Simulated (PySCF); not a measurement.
# B₂H₉N₂P, SMILES `N[BH-]1[NH2+][BH2-][PH2+]1`: electronic structure

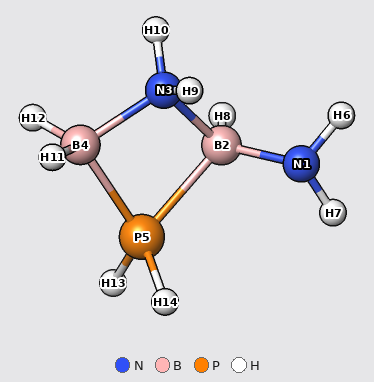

The molecule, with its atoms numbered as below. No frequency check shows the geometry to be a minimum.

Geometry (Å), atoms numbered from 1:

```
N1       1.9569   -0.3836    0.2966
B2       0.7888    0.0082   -0.5564
N3       0.1788    1.3917    0.0103
B4      -1.3574    0.9609    0.1782
P5      -0.8551   -0.9085   -0.0013
H6       2.7966    0.1547    0.1281
H7       2.2091   -1.3595    0.2345
H8       0.9012    0.0633   -1.7475
H9       0.6043    1.5783    0.9121
H10      0.3261    2.2060   -0.5748
H11     -1.8119    1.2674    1.2293
H12     -1.9929    1.3038   -0.7639
H13     -1.5431   -1.8076   -0.7975
H14     -0.7704   -1.6809    1.1419
```

Part 1: Bonding charge

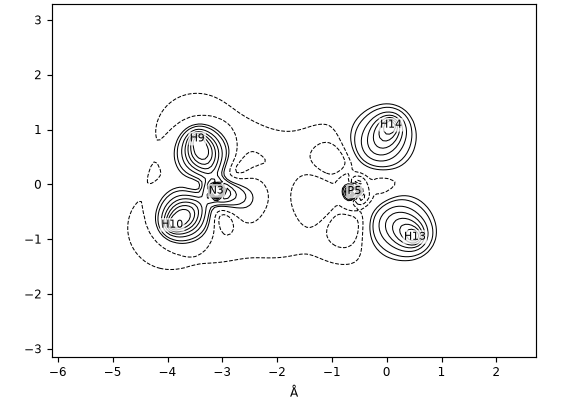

Deformation density (molecule less spherical, spin-averaged free atoms) in the plane of N3, P5, H9, H10, H13 and H14; contours at ±0.05 to ±0.8 e/Å³; solid lines: gain, dashed lines: loss.

Computed with PySCF, LDA (SVWN)/6-31G*, geometry: GFN2-xTB.

Q: How much density has each bond in this plane gained at its critical point, relative to the free atoms?

A: N3–H10: +0.71 e/Å³ at the bond critical point (bond length 1.01 Å, Mayer order 0.8). N3–H9: +0.71 e/Å³ at the bond critical point (bond length 1.01 Å, Mayer order 0.8). P5–H13: +0.23 e/Å³ at the bond critical point (bond length 1.38 Å, Mayer order 0.9). P5–H14: +0.23 e/Å³ at the bond critical point (bond length 1.38 Å, Mayer order 0.9). In all, 2.6 electrons gather in the regions of gain relative to the promolecule.

Q: Where do the Hirshfeld charges lie?

A: The highest Hirshfeld charge is on P5 (+0.15 e), the lowest on N1 (−0.30 e).

```csv
atom,charge (e)
N1,−0.30
B2,+0.01
N3,−0.09
B4,−0.07
P5,+0.15
H6,+0.10
H7,+0.10
H8,−0.09
H9,+0.14
H10,+0.15
H11,−0.07
H12,−0.07
H13,+0.02
H14,+0.02
```

Part 2: Local ionisation energy

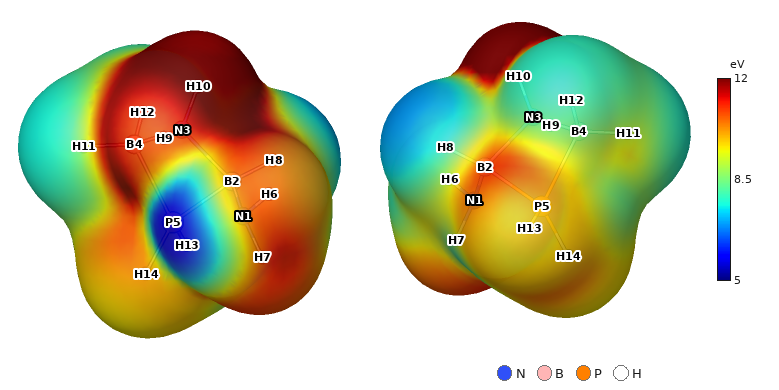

Average local ionisation energy on the surface of electron density 0.001 a.u. (back view left, front view right).

Q: Locate the minima of the map.

A: The lowest value is 5.6 eV, 2.0 Å from N1. Further minima include 6.9 eV, 1.5 Å from H8; 7.6 eV, 1.4 Å from H11; 7.9 eV, near H7 (1.76 Å) and H6 (1.91 Å), over N1 (2.0 Å). For comparison, the highest occupied orbital lies at −4.6 eV.

Part 3: Excited states

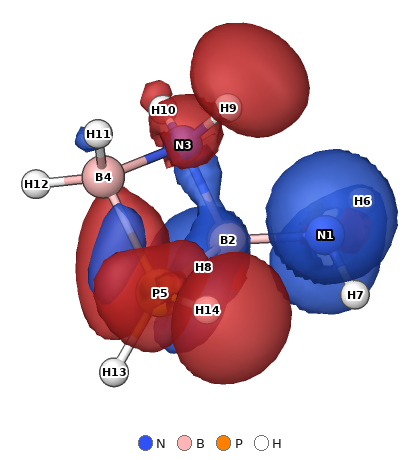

Unrelaxed difference density of T₂ less the ground state (TDA triplet states), ±0.015 e/Å³; red: gain, blue: loss.

PySCF calculation, B3LYP/def2-SVP, gas phase; geometry: GFN2-xTB. Without diffuse functions Rydberg states are missing, so the states' numbers hold for this basis only.

Q: How does the charge move on excitation?

A: 0.77 e is displaced in all, of which about 0.6 e passes between atoms: N1 (0.42 e) and H8 (0.08 e) lose electrons and H14 (0.16 e) and H9 (0.13 e) gain them. The state: 6.01 eV (206 nm), spin-forbidden from the singlet ground state, partly diffuse acceptor orbital, which a basis without diffuse functions describes poorly; the leading pair carries 97 %; hole on N1 (46 %), P5 (13 %) and B2 (11 %), electron on P5 (22 %), H14 (16 %) and H9 (14 %) (atom shares of so diffuse an orbital are rough); their centroids lie 1.3 Å apart.

Part 4: Removing or adding an electron

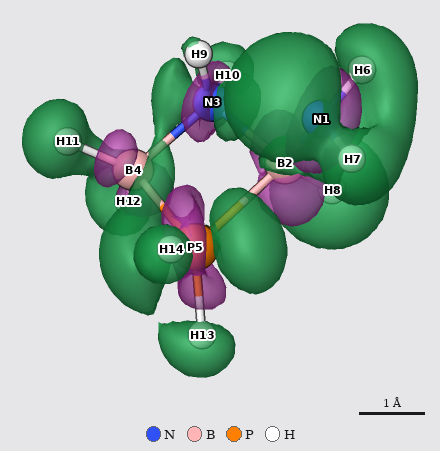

Fukui function f⁻ = ρ(N) − ρ(N−1) at fixed geometry, surfaces at ±0.015 e/Å³ (green positive, purple negative).

Computed with PySCF, B3LYP/6-31+G*, geometry: GFN2-xTB.

Q: On which atoms does the density change most on removal of an electron?

A: f⁻ (Hirshfeld-condensed) is largest on N1 (0.23) and P5 (0.13); the vertical ionisation energy is 8.37 eV. Condensed values hint at sites of electrophilic attack but needn't mark the atom that reacts. Orbital relaxation makes it negative in places (0.19 e in all).

The PySCF runs shown took 13 s, 3.6 min and 5.3 min on 1 thread of Arm Neoverse V1 (shared host).
